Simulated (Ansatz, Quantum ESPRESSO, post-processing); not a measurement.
# 1T-HfO2, layer by layer, part 7 of 7

What does each added layer of 1T-HfO2 bring in screening, and what does it do to the gap?

Quantum ESPRESSO 7.5; plane-wave DFT, PBEsol, GBRV ultrasoft pseudopotentials; geometry by Ansatz 0.2.0 with PAW datasets.

So far. Step 13 (Potential by pp.x, 2 layers): The slope in the vacuum is 0.100 eV/Å for an applied 0.10 V/Å, as it should be. Step 14 (Band structure, 2 layers: no field): Along this path the valence top lies between K and Γ and the conduction bottom at M.

### Step 20. Electrostatic potential, 3 layers

n3.f1.pot.in reads:

```
&inputpp
  prefix = 'n3.f1'
  outdir = './out'
  filplot = 'n3.f1.pot.dat'
  plot_num = 11
/
```

Run with:

```sh
$ OMP_NUM_THREADS=1 mpirun -n 4 pp.x -in n3.f1.pot.in > n3.f1.pot.out
```

It took 2 s on 4 MPI ranks of Intel Xeon Platinum 8259CL at 2.50GHz (Skylake/Cascade Lake), shared host; peak memory 0.23 GiB; 7.4 s of CPU time.

This step gave:

| Property | Result |
| --- | --- |
| slope of the potential above | 0.1000 eV/Å |
| upper vacuum line continued to the top atoms, over the valence top | 7.937 eV |
| slope of the potential below | 0.1000 eV/Å |
| lower vacuum line continued to the bottom atoms, over the valence top | 7.681 eV |

The slope in the vacuum is 0.100 eV/Å for an applied 0.10 V/Å, as it should be.

### Step 21. Bands along a path, 3 layers: no field

n3.f0.bands.in reads:

```
&control
  prefix = 'n3.f0.bands'
  outdir = './out'
  pseudo_dir = './pseudo'
  calculation = 'bands'
  tefield = .true.
  dipfield = .true.
/
&system
  ibrav = 0
  nat = 9
  ntyp = 2
  ecutwfc = 40
  ecutrho = 200
  occupations = 'smearing'
  smearing = 'fd'
  degauss = 0.004
  edir = 3
  emaxpos = 0.97
  eopreg = 0.04
  eamp = 0.0
  nbnd = 40
/
&electrons
  conv_thr = 1e-07
  mixing_beta = 0.4
  electron_maxstep = 120
  mixing_mode = 'local-TF'
/
ATOMIC_SPECIES
  O   15.9990  o_pbesol_v1.2.uspp.F.UPF
  Hf  178.4900  hf_pbesol_v1.uspp.F.UPF
CELL_PARAMETERS angstrom
  3.24017076568500 0.00000000000000 -0.00000000000000
  -1.62008538284250 2.80607019568289 0.00000000000000
  -0.00000000000000 -0.00000000000000 31.15577262760000
ATOMIC_POSITIONS crystal
  O   0.666666666667 0.333333333333 0.318059455057
  Hf  -0.000000000000 0.000000000000 0.349340499747
  O   0.333333333333 0.666666666667 0.380552879540
  O   0.666666666667 0.333333333333 0.468799236545
  Hf  -0.000000000000 0.000000000000 0.500000307215
  O   0.333333333333 0.666666666667 0.531201383163
  O   0.666666666667 0.333333333333 0.619446809831
  Hf  0.000000000000 -0.000000000000 0.650659191107
  O   0.333333333333 0.666666666667 0.681940237794
K_POINTS crystal_b
4
  0.0000000000 0.0000000000 0.0000000000 12
  0.5000000000 0.0000000000 0.0000000000 12
  0.3333333333 0.3333333333 0.0000000000 12
  0.0000000000 0.0000000000 0.0000000000 1
```

Run with:

```sh
$ cp -r out/n3.f0.save out/n3.f0.bands.save
$ cp out/n3.f0.xml out/n3.f0.bands.xml
$ OMP_NUM_THREADS=1 mpirun -n 4 pw.x -nk 4 -in n3.f0.bands.in > n3.f0.bands.out
```

The log of the run:

```text
[banner, memory and clock lines left out]
Program PWSCF v.7.5 starts

          URL

     Presently no symmetry can be used with electric field

     Atomic positions and unit cell read from directory:
     ./out/n3.f0.bands.save/

     G-vector sticks info

     bravais-lattice index     =            0
     lattice parameter (alat)  =       6.1230  a.u.
     unit-cell volume          =    1911.6200 (a.u.)^3
     number of atoms/cell      =            9
     number of atomic types    =            2
     number of electrons       =        72.00
     number of Kohn-Sham states=           40
     kinetic-energy cutoff     =      40.0000  Ry
     charge density cutoff     =     200.0000  Ry
     Exchange-correlation= SLA  PW   PSX  PSC
                           (   1   4  10   8   0   0   0)

     celldm(1)=   6.123035  celldm(2)=   0.000000  celldm(3)=   0.000000
     celldm(4)=   0.000000  celldm(5)=   0.000000  celldm(6)=   0.000000

     crystal axes: (cart. coord. in units of alat)
               a(1) = (   1.000000   0.000000  -0.000000 )
               a(2) = (  -0.500000   0.866025   0.000000 )
               a(3) = (  -0.000000  -0.000000   9.615472 )

     reciprocal axes: (cart. coord. in units 2 pi/alat)
               b(1) = (  1.000000  0.577350  0.000000 )
               b(2) = (  0.000000  1.154701  0.000000 )
               b(3) = (  0.000000  0.000000  0.103999 )

     PseudoPot. # 1 for O  read from file:
     ./pseudo/o_pbesol_v1.2.uspp.F.UPF
     Pseudo is Ultrasoft + core correction, Zval =  6.0
     Generated by new atomic code, or converted to UPF format
     Using radial grid of  737 points,  5 beta functions with:
                l(1) =   0
                l(2) =   0
                l(3) =   1
                l(4) =   1
                l(5) =   2
     Q(r) pseudized with  8 coefficients,  rinner =    0.900   0.900   0.900
                                                       0.900   0.900

     PseudoPot. # 2 for Hf read from file:
     ./pseudo/hf_pbesol_v1.uspp.F.UPF
     Pseudo is Ultrasoft + core correction, Zval = 12.0
     Generated by new atomic code, or converted to UPF format
     Using radial grid of  921 points,  8 beta functions with:
                l(1) =   0
                l(2) =   0
                l(3) =   0
                l(4) =   1
                l(5) =   1
                l(6) =   2
                l(7) =   2
                l(8) =   3
     Q(r) pseudized with  6 coefficients,  rinner =    1.200   1.200   1.200
                                                       1.200   1.200   1.200
                                                       1.200

     atomic species   valence    mass     pseudopotential
     O                 6.00    15.99900     O ( 1.00)
     Hf               12.00   178.49000     Hf( 1.00)

     No symmetry found

   Cartesian axes

     site n.     atom                  positions (alat units)
         1        O      tau(   1) = (   0.5000000   0.2886751   3.0582919  )
         2        Hf     tau(   2) = (  -0.0000000   0.0000000   3.3590739  )
         3        O      tau(   3) = (  -0.0000000   0.5773503   3.6591957  )
         4        O      tau(   4) = (   0.5000000   0.2886751   4.5077261  )
         5        Hf     tau(   5) = (  -0.0000000   0.0000000   4.8077392  )
         6        O      tau(   6) = (  -0.0000000   0.5773503   5.1077522  )
         7        O      tau(   7) = (   0.5000000   0.2886751   5.9562737  )
         8        Hf     tau(   8) = (   0.0000000   0.0000000   6.2563955  )
         9        O      tau(   9) = (  -0.0000000   0.5773503   6.5571775  )

     number of k points=    37  Fermi-Dirac smearing, width (Ry)=  0.0040
                       cart. coord. in units 2pi/alat
        k(    1) = (   0.0000000   0.0000000   0.0000000), wk =   0.0540541
        k(    2) = (   0.0416667   0.0240563   0.0000000), wk =   0.0540541
        k(    3) = (   0.0833333   0.0481125   0.0000000), wk =   0.0540541
        k(    4) = (   0.1250000   0.0721688   0.0000000), wk =   0.0540541
        k(    5) = (   0.1666667   0.0962250   0.0000000), wk =   0.0540541
        k(    6) = (   0.2083333   0.1202813   0.0000000), wk =   0.0540541
        k(    7) = (   0.2500000   0.1443376   0.0000000), wk =   0.0540541
        k(    8) = (   0.2916667   0.1683938   0.0000000), wk =   0.0540541
        k(    9) = (   0.3333333   0.1924501   0.0000000), wk =   0.0540541
        k(   10) = (   0.3750000   0.2165064   0.0000000), wk =   0.0540541
        k(   11) = (   0.4166667   0.2405626   0.0000000), wk =   0.0540541
        k(   12) = (   0.4583333   0.2646189   0.0000000), wk =   0.0540541
        k(   13) = (   0.5000000   0.2886751   0.0000000), wk =   0.0540541
        k(   14) = (   0.4861111   0.3127314   0.0000000), wk =   0.0540541
        k(   15) = (   0.4722222   0.3367877   0.0000000), wk =   0.0540541
        k(   16) = (   0.4583333   0.3608439   0.0000000), wk =   0.0540541
        k(   17) = (   0.4444444   0.3849002   0.0000000), wk =   0.0540541
        k(   18) = (   0.4305556   0.4089564   0.0000000), wk =   0.0540541
        k(   19) = (   0.4166667   0.4330127   0.0000000), wk =   0.0540541
        k(   20) = (   0.4027778   0.4570690   0.0000000), wk =   0.0540541
        k(   21) = (   0.3888889   0.4811252   0.0000000), wk =   0.0540541
        k(   22) = (   0.3750000   0.5051815   0.0000000), wk =   0.0540541
        k(   23) = (   0.3611111   0.5292377   0.0000000), wk =   0.0540541
        k(   24) = (   0.3472222   0.5532940   0.0000000), wk =   0.0540541
        k(   25) = (   0.3333333   0.5773503   0.0000000), wk =   0.0540541
        k(   26) = (   0.3055556   0.5292377   0.0000000), wk =   0.0540541
        k(   27) = (   0.2777778   0.4811252   0.0000000), wk =   0.0540541
        k(   28) = (   0.2500000   0.4330127   0.0000000), wk =   0.0540541
        k(   29) = (   0.2222222   0.3849002   0.0000000), wk =   0.0540541
        k(   30) = (   0.1944444   0.3367877   0.0000000), wk =   0.0540541
        k(   31) = (   0.1666667   0.2886751   0.0000000), wk =   0.0540541
        k(   32) = (   0.1388889   0.2405626   0.0000000), wk =   0.0540541
        k(   33) = (   0.1111111   0.1924501   0.0000000), wk =   0.0540541
        k(   34) = (   0.0833333   0.1443376   0.0000000), wk =   0.0540541
        k(   35) = (   0.0555556   0.0962250   0.0000000), wk =   0.0540541
        k(   36) = (   0.0277778   0.0481125   0.0000000), wk =   0.0540541
        k(   37) = (   0.0000000   0.0000000   0.0000000), wk =   0.0540541

     Dense  grid:    91351 G-vectors     FFT dimensions: (  27,  27, 270)

     Smooth grid:    65577 G-vectors     FFT dimensions: (  25,  25, 240)

[...]
-3.1493  -3.1260  -3.0893  -2.8805  -2.7934  -2.7114  -2.5195  -2.4061
    -2.3091  -1.8910  -1.7787  -1.6746   3.5311   3.7328   3.9325   4.6736

          k = 0.4028 0.4571 0.0000 (  8186 PWs)   bands (ev):

   -61.3078 -61.3069 -61.3069 -30.4883 -30.4857 -30.4856 -30.1085 -30.1067
   -30.1066 -30.0422 -30.0385 -30.0381 -17.2705 -17.2556 -17.2496 -16.6075
   -16.5945 -16.5892  -5.1113  -5.0578  -5.0245  -4.1537  -4.0920  -4.0440
    -3.3292  -3.3074  -3.2793  -2.7807  -2.7135  -2.6581  -2.5115  -2.4033
    -2.3078  -1.8778  -1.8070  -1.7358   3.5335   3.7573   3.9815   4.7192

          k = 0.3889 0.4811 0.0000 (  8194 PWs)   bands (ev):

   -61.3072 -61.3064 -61.3063 -30.4601 -30.4576 -30.4575 -30.1535 -30.1516
   -30.1515 -30.0400 -30.0363 -30.0359 -17.1951 -17.1814 -17.1762 -16.6682
   -16.6567 -16.6531  -4.9456  -4.8995  -4.8762  -4.1872  -4.1225  -4.0717
    -3.5186  -3.5004  -3.4763  -2.6753  -2.6326  -2.6101  -2.5006  -2.3989
    -2.3064  -1.8687  -1.8423  -1.8071   3.5201   3.7645   4.0120   4.7774

          k = 0.3750 0.5052 0.0000 (  8188 PWs)   bands (ev):

   -61.3067 -61.3058 -61.3058 -30.4293 -30.4268 -30.4268 -30.1992 -30.1971
   -30.1971 -30.0380 -30.0343 -30.0339 -17.1190 -17.1065 -17.1023 -16.7307
   -16.7207 -16.7187  -4.7698  -4.7319  -4.7210  -4.2153  -4.1468  -4.0922
    -3.7072  -3.6941  -3.6730  -2.5735  -2.5638  -2.5564  -2.4894  -2.3946
    -2.3060  -1.8872  -1.8834  -1.8650   3.4973   3.7589   4.0254   4.8418

          k = 0.3611 0.5292 0.0000 (  8202 PWs)   bands (ev):

   -61.3063 -61.3054 -61.3054 -30.3963 -30.3939 -30.3938 -30.2440 -30.2418
   -30.2418 -30.0364 -30.0327 -30.0323 -17.0448 -17.0338 -17.0308 -16.7933
   -16.7845 -16.7839  -4.5904  -4.5646  -4.5601  -4.2385  -4.1653  -4.1059
    -3.8866  -3.8816  -3.8623  -2.5349  -2.4999  -2.4696  -2.4644  -2.3915
    -2.3072  -1.9725  -1.9267  -1.8667   3.4731   3.7471   4.0269   4.9069

          k = 0.3472 0.5533 0.0000 (  8202 PWs)   bands (ev):

   -61.3060 -61.3051 -61.3051 -30.3615 -30.3591 -30.3591 -30.2865 -30.2842
   -30.2842 -30.0353 -30.0316 -30.0313 -16.9754 -16.9661 -16.9644 -16.8548
   -16.8462 -16.8461  -4.4314  -4.4043  -4.3904  -4.2571  -4.1785  -4.1142
    -4.0554  -4.0502  -4.0301  -2.5089  -2.4894  -2.4249  -2.3970  -2.3655
    -2.3105  -2.0541  -1.9635  -1.8712   3.4545   3.7359   4.0233   4.9684

          k = 0.3333 0.5774 0.0000 (  8190 PWs)   bands (ev):

   -61.3059 -61.3050 -61.3050 -30.3253 -30.3253 -30.3236 -30.3236 -30.3224
   -30.3224 -30.0349 -30.0312 -30.0309 -16.9146 -16.9146 -16.9122 -16.9122
   -16.8965 -16.8964  -4.3555  -4.2728  -4.2728  -4.2577  -4.1877  -4.1877
    -4.1698  -4.1121  -4.1121  -2.4937  -2.4937  -2.4000  -2.4000  -2.3160
    -2.3160  -2.0973  -1.9793  -1.8740   3.4474   3.7311   4.0209   5.0244

          k = 0.3056 0.5292 0.0000 (  8194 PWs)   bands (ev):

   -61.3064 -61.3055 -61.3054 -30.3877 -30.3853 -30.3853 -30.2508 -30.2487
   -30.2486 -30.0366 -30.0329 -30.0326 -17.0160 -17.0046 -17.0010 -16.8250
   -16.8158 -16.8149  -4.5163  -4.4929  -4.4883  -4.2951  -4.1952  -4.1028
    -3.9518  -3.9366  -3.9113  -2.5310  -2.5074  -2.4531  -2.4484  -2.4149
    -2.3316  -1.9599  -1.9126  -1.8515   3.4813   3.7563   4.0380   4.9175

          k = 0.2778 0.4811 0.0000 (  8202 PWs)   bands (ev):

   -61.3079 -61.3070 -61.3070 -30.4237 -30.4212 -30.4211 -30.1771 -30.1751
   -30.1750 -30.0416 -30.0379 -30.0376 -17.0874 -17.0717 -17.0639 -16.7961
   -16.7824 -16.7771  -4.6764  -4.6519  -4.6487  -4.3201  -4.2011  -4.0858
    -3.8012  -3.7576  -3.7178  -2.6226  -2.6203  -2.5800  -2.5568  -2.4511
    -2.3407  -1.7724  -1.7693  -1.7582   3.5841   3.8368   4.0979   4.7984

          k = 0.2500 0.4330 0.0000 (  8186 PWs)   bands (ev):

   -61.3106 -61.3097 -61.3096 -30.4284 -30.4259 -30.4259 -30.1125 -30.1103
   -30.1103 -30.0449 -30.0416 -30.0414 -17.1199 -17.0999 -17.0873 -16.8332
   -16.8136 -16.8029  -4.7450  -4.7075  -4.6866  -4.3632  -4.2242  -4.0820
    -3.7637  -3.7059  -3.6600  -2.7451  -2.7385  -2.6684  -2.6500  -2.4961
    -2.3477  -1.6486  -1.6109  -1.5723   3.7380   3.9616   4.1959   4.6604

          k = 0.2222 0.3849 0.0000 (  8196 PWs)   bands (ev):

   -61.3144 -61.3135 -61.3134 -30.4006 -30.3981 -30.3980 -30.0909 -30.0874
   -30.0871 -30.0157 -30.0138 -30.0137 -17.1110 -17.0872 -17.0681 -16.9353
   -16.9100 -16.8948  -4.7101  -4.6576  -4.6179  -4.4378  -4.2842  -4.1169
    -3.8327  -3.7671  -3.7212  -2.8431  -2.7876  -2.7184  -2.7103  -2.5713
    -2.3785  -1.5078  -1.4657  -1.4261   3.9104   4.1006   4.3049   4.5054

          k = 0.1944 0.3368 0.0000 (  8170 PWs)   bands (ev):

   -61.3191 -61.3182 -61.3182 -30.3417 -30.3393 -30.3392 -30.1059 -30.1020
   -30.1015 -29.9614 -29.9597 -29.9597 -17.1094 -17.0904 -17.0500 -17.0386
   -17.0171 -17.0053  -4.5896  -4.5427  -4.5234  -4.4677  -4.3854  -4.2049
    -3.9742  -3.9014  -3.8568  -2.9801  -2.7499  -2.6963  -2.6842  -2.6400
    -2.4489  -1.3776  -1.3571  -1.3435   4.0646   4.1993   4.3252   4.3395

          k = 0.1667 0.2887 0.0000 (  8134 PWs)   bands (ev):

   -61.3246 -61.3237 -61.3236 -30.2568 -30.2545 -30.2545 -30.1290 -30.1251
   -30.1244 -29.9102 -29.9087 -29.9086 -17.3110 -17.2757 -17.2461 -16.9682
   -16.9339 -16.9102  -4.6578  -4.5191  -4.4239  -4.3765  -4.3224  -4.3056
    -4.1487  -4.0635  -4.0182  -3.0877  -2.8097  -2.5993  -2.5572  -2.5333
    -2.5240  -1.3442  -1.3070  -1.2837   4.1212   4.1414   4.1813   4.2465

          k = 0.1389 0.2406 0.0000 (  8124 PWs)   bands (ev):

   -61.3303 -61.3293 -61.3293 -30.1549 -30.1539 -30.1518 -30.1517 -30.1505
   -30.1499 -29.8668 -29.8654 -29.8654 -17.5424 -17.5029 -17.4713 -16.8578
   -16.8182 -16.7886  -4.7635  -4.6465  -4.4876  -4.3636  -4.3445  -4.3341
    -4.2401  -4.1548  -4.1107  -3.0284  -2.8130  -2.5650  -2.4221  -2.3691
    -2.3327  -1.4325  -1.3277  -1.2436   4.0174   4.0205   4.0461   4.2512

          k = 0.1111 0.1925 0.0000 (  8128 PWs)   bands (ev):

   -61.3358 -61.3349 -61.3348 -30.1803 -30.1760 -30.1751 -30.0435 -30.0416
   -30.0416 -29.8320 -29.8306 -29.8305 -17.7767 -17.7344 -17.7010 -16.7348
   -16.6904 -16.6552  -4.8429  -4.7587  -4.6256  -4.5211  -4.4859  -4.4829
    -4.3530  -4.1993  -4.0946  -2.7500  -2.6361  -2.4636  -2.2307  -2.1552
    -2.1104  -1.5843  -1.4124  -1.2606   3.9123   3.9206   3.9442   4.1978

          k = 0.0833 0.1443 0.0000 (  8122 PWs)   bands (ev):

   -61.3407 -61.3397 -61.3397 -30.2029 -30.1986 -30.1976 -29.9381 -29.9365
   -29.9364 -29.8055 -29.8042 -29.8041 -17.9905 -17.9463 -17.9117 -16.6155
   -16.5665 -16.5263  -4.8881  -4.8414  -4.7413  -4.6719  -4.6420  -4.6361
    -4.5293  -4.3176  -4.1294  -2.3632  -2.3348  -2.2267  -2.0889  -1.9483
    -1.8903  -1.7185  -1.5306  -1.3204   3.8403   3.8537   3.8801   4.0939

          k = 0.0556 0.0962 0.0000 (  8147 PWs)   bands (ev):

   -61.3445 -61.3436 -61.3435 -30.2208 -30.2164 -30.2153 -29.8508 -29.8493
   -29.8493 -29.7871 -29.7859 -29.7857 -18.1619 -18.1165 -18.0813 -16.5157
   -16.4629 -16.4186  -4.9005  -4.8892  -4.8253  -4.7912  -4.7683  -4.7626
    -4.6923  -4.4521  -4.2015  -2.2074  -2.0136  -1.9274  -1.9267  -1.7872
    -1.7074  -1.6955  -1.6166  -1.3963   3.8018   3.8212   3.8499   3.9802

          k = 0.0278 0.0481 0.0000 (  8161 PWs)   bands (ev):

   -61.3469 -61.3460 -61.3459 -30.2323 -30.2278 -30.2267 -29.7929 -29.7916
   -29.7916 -29.7763 -29.7751 -29.7750 -18.2729 -18.2269 -18.1914 -16.4494
   -16.3941 -16.3470  -4.9011  -4.8948  -4.8711  -4.8704  -4.8507  -4.8453
    -4.8090  -4.5556  -4.2633  -2.3061  -1.9012  -1.6743  -1.6655  -1.6445
    -1.6195  -1.5887  -1.5800  -1.4603   3.7877   3.8135   3.8423   3.8428

          k = 0.0000 0.0000 0.0000 (  8195 PWs)   bands (ev):

   -61.3478 -61.3468 -61.3468 -30.2363 -30.2317 -30.2306 -29.7728 -29.7728
   -29.7716 -29.7716 -29.7714 -29.7714 -18.3113 -18.2651 -18.2295 -16.4262
   -16.3700 -16.3220  -4.8987  -4.8987  -4.8798  -4.8798  -4.8742  -4.8742
    -4.8723  -4.5960  -4.2868  -2.3525  -1.9084  -1.5869  -1.5869  -1.5601
    -1.5601  -1.5398  -1.5398  -1.4947   3.7855   3.7855   3.8162   3.8162

     XML data file, pseudopotentials, collected wavefunctions

                                        0.00s GPU  (    1032 calls)
[key lines of the parts left out:]
Dipole field          0.0000 Ry au,
```

It took 80 s on 4 MPI ranks; peak memory 0.54 GiB.

This step gave:

- dipole along the normal: 0 e·Å
- valence top, on the run's zero: -1.244 eV
- conduction bottom, on the run's zero: 3.345 eV
- gap by band count: 4.589 eV

Band numbers count within the set of bands kept for display. Electronic bands along the path, in eV, zero at the highest filled level of the SCF mesh; v1 is the highest filled band, c1 the lowest empty one:

```csv
point,v4,v3,v2,v1,c1,c2,c3,c4
Γ,-0.30,-0.28,-0.28,-0.24,5.04,5.04,5.07,5.07
M,-0.98,-0.70,-0.46,-0.26,4.60,4.74,4.88,5.90
K,-1.06,-0.84,-0.72,-0.62,4.70,4.99,5.28,6.28
Γ,-0.30,-0.28,-0.28,-0.24,5.04,5.04,5.07,5.07
```

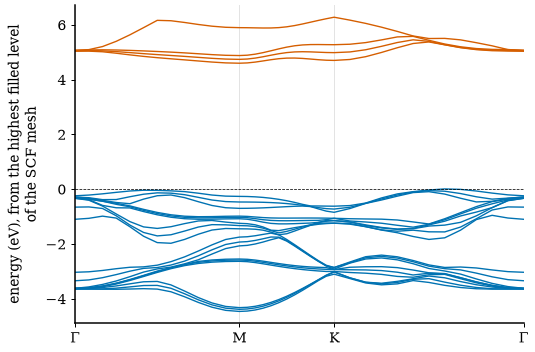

Electronic bands along the path; lines of filled and empty bands in two colours.

Along this path the valence top lies between K and Γ and the conduction bottom at M.

### Step 22. Polarisability from the dipole between 0 and 0.1 V/A, 3 layers

This step gave:

| Property | Result |
| --- | --- |
| polarisability a cell | 6.356 Å³ |
| sheet polarisability 4πα/A | 8.784 Å |

Change of the potential energy, second field less first against z:

```csv
z (Å),"change of the potential energy, second field less first (eV)"
0,-0.559
2,-0.918
4,-0.718
6,-0.518
8,-0.320
10,-0.193
12,-0.157
14,-0.0378
16,0.00597
18,0.0950
20,0.174
22,0.224
24,0.403
26,0.603
28,0.803
30,1.00
```

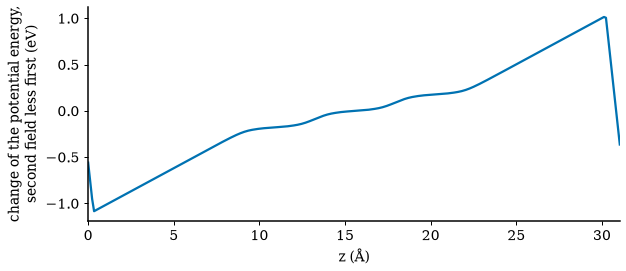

Change of the potential energy, second field less first against z.

### Step 23. The series side by side

All levels:

```csv
level,sheet polarisability (Å),gap without a field (eV),vacuum over the valence top of the mesh (eV),CPU time (s)
1 layer,2.954,4.815,7.953,339.6
2 layers,5.873,4.665,7.961,1051
3 layers,8.784,4.589,7.933,1836
```

### Step 24. Worked from the printed numbers

From 2 to 3 layers, over the growth of the distance between the outermost mean planes: (8.784 − 5.873) Å / 4.682 Å = 0.622 = 1 − 1/ε, so ε = 2.6.

### Step 25. Summary of results

```yaml
4pi_alpha_a_of_1_layer: 2.95 Å
gap_along_the_path_1_layer: 4.82 eV
kohn_sham_ionisation_potential_1_layer: 7.95 eV
4pi_alpha_a_of_2_layers: 5.87 Å
gap_along_the_path_2_layers: 4.66 eV
kohn_sham_ionisation_potential_2_layers: 7.94 eV
4pi_alpha_a_of_3_layers: 8.78 Å
gap_along_the_path_3_layers: 4.59 eV
kohn_sham_ionisation_potential_3_layers: 7.92 eV
```

In words: The sheet polarisability 4πα/A grows as 2.95, 5.87 and 8.78 Å for 1, 2 and 3 layers (PBEsol, GBRV ultrasoft). The last layer adds 4.68 Å between the outermost mean planes and 2.91 Å of 4πα/A; 1 − 1/ε = 0.622 gives ε = 2.6 along the normal for the stacked crystal at this spacing. The gap runs 4.82, 4.66 and 4.59 eV, falling with each layer as bands that reach between the layers split. The single layer was relaxed under plain PBE (a = 3.252 Å), the stacks with a dispersion correction (a = 3.241 Å for two layers), so the first step mixes stacking with a strain of -0.3 %. The nearest atoms of neighbouring layers lie 3.33 Å apart. One stacking was chosen. The ions are clamped in the field. Semilocal gaps are too small and shrink less with thickness than quasiparticle gaps, which also feel the screening by neighbours. Spin-orbit coupling is left out; depending on the atoms that carry the levels of interest, it can split and shift them by tenths of an eV to an eV or more.

[Logs are printed without paths, hosts, clocks, repeated set-up lines and the standing remarks that a program may print on its own settings, such as how far it seeks lower states.]

[Hosts, paths, dates, database ids (printed as entryN), source tags and the programs' standing remarks are cut or masked in the printed files.]

[Maps of the electrostatic potential energy from Ansatz leave out the sawtooth potential of an applied field or a dipole correction, so their vacuum need not be flat; planar profiles and work functions include it.]
